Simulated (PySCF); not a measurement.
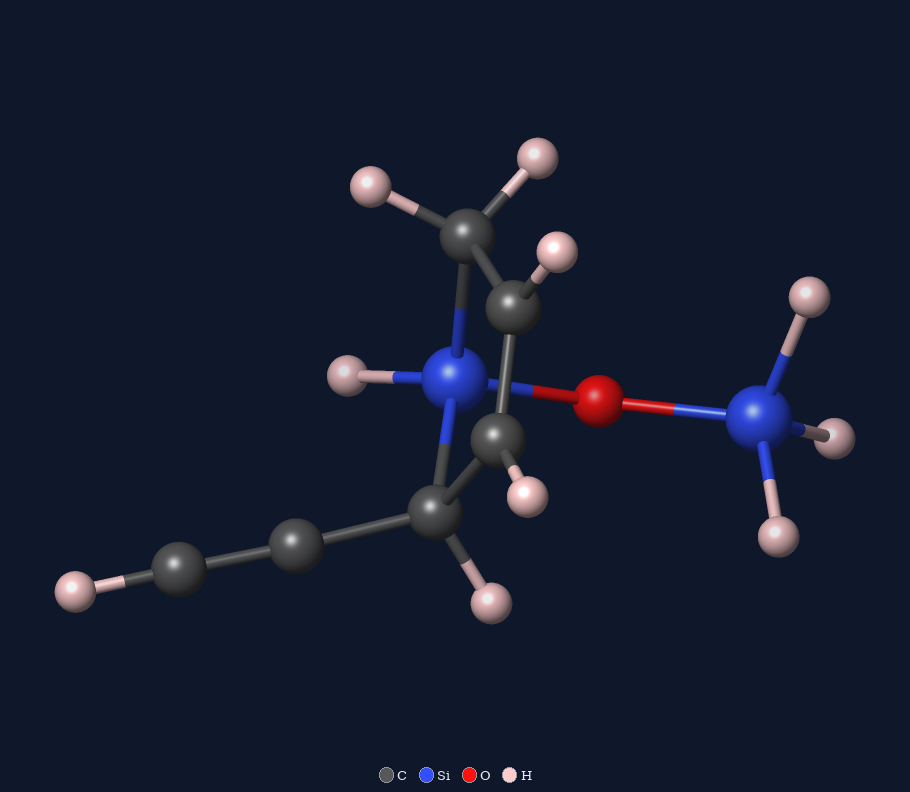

The computed structure is the end point of a PBE0-D3(BJ)/def2-SVP optimisation. No frequency run is at hand to confirm it as a minimum. Program: PySCF 2.14.0.

Compare HOMO–LUMO gap (eV), HOMO energy (eV) at these levels: PBE0/def2-SVPD; PBE0/pcSseg-1; PBE0/pcSseg-1 in benzene (IEF-PCM); PBE0/pcSseg-1 in dimethylsulfoxide (IEF-PCM); mPW1PW91/pcSseg-1.

| level | HOMO–LUMO gap (eV) | HOMO energy (eV) |
| --- | --- | --- |
| PBE0/def2-SVPD | 7.07 | −7.19 |
| PBE0/pcSseg-1 | 7.15 | −7.19 |
| PBE0/pcSseg-1 in benzene (IEF-PCM) | 7.23 | −7.21 |
| PBE0/pcSseg-1 in dimethylsulfoxide (IEF-PCM) | 7.31 | −7.28 |
| mPW1PW91/pcSseg-1 | 7.17 | −7.22 |
